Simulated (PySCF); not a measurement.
**GeO (charge +1, doublet): density, localisation and related maps**

```yaml
atoms:
  - { symbol: Ge, position_ang: [0.0000, 0.0000, -0.3172] }
  - { symbol: O, position_ang: [0.0000, 0.0000, 1.4658] }
```

Computed with PySCF, PBE0/def2-SVP, non-relativistic Hamiltonian with scalar-relativistic core potentials where named, at a bond length of 1.783 Å.

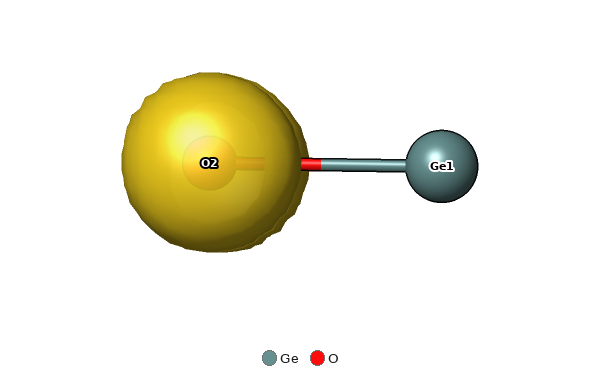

Figure 1. Isosurface of the spin density at +0.08 e/Å³ (yellow), seen from one side.

Q: Describe the spin distribution.

A: The unpaired spin (1 electron) lies mostly on O2 (about 0.9), in electrons by Hirshfeld's partition.

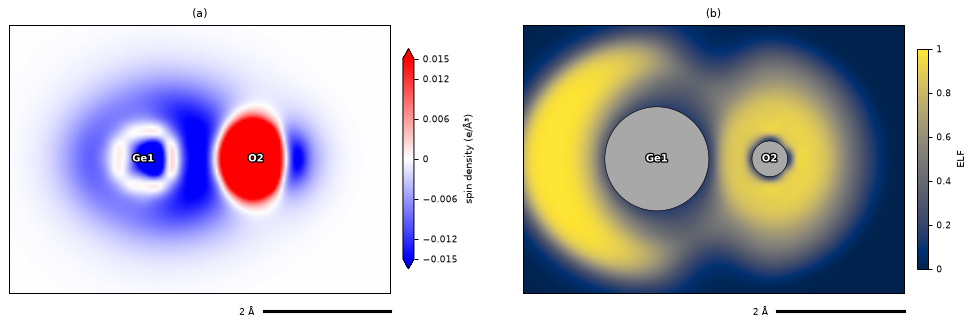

Figure 2. (a) spin density (α minus β); (b) electron localisation function on a plane that holds the molecular axis. Grey discs cover the atomic cores in the ELF map.

Q: Read the bonding off the picture.

A: The section cuts through Ge and O sites.
Ge–O (1.78 Å): the ELF peaks at about 0.90 in the valence shell of O, 0.5 Å from its nucleus, and is about 0.35 at the midpoint.
The ELF also peaks beside O2, away from the bonds: non-bonding electrons, paired or unpaired.

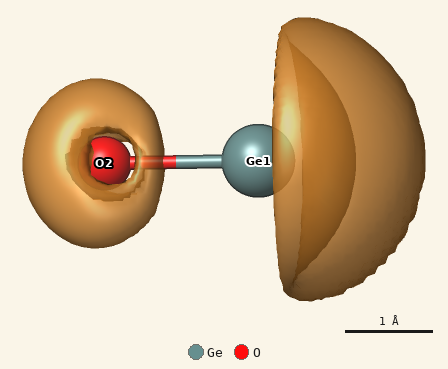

Figure 3. Isosurface of the electron localisation function at 0.8 (orange), seen from one side. Only the valence region is drawn (cores and ρ < 0.01 e/Å³ removed).

Q: What do the ELF domains correspond to?

A: At this value the surface marks out one lobe on Ge, pointing away from the bonds (non-bonding electrons) and one region wrapped around O (its valence shell).
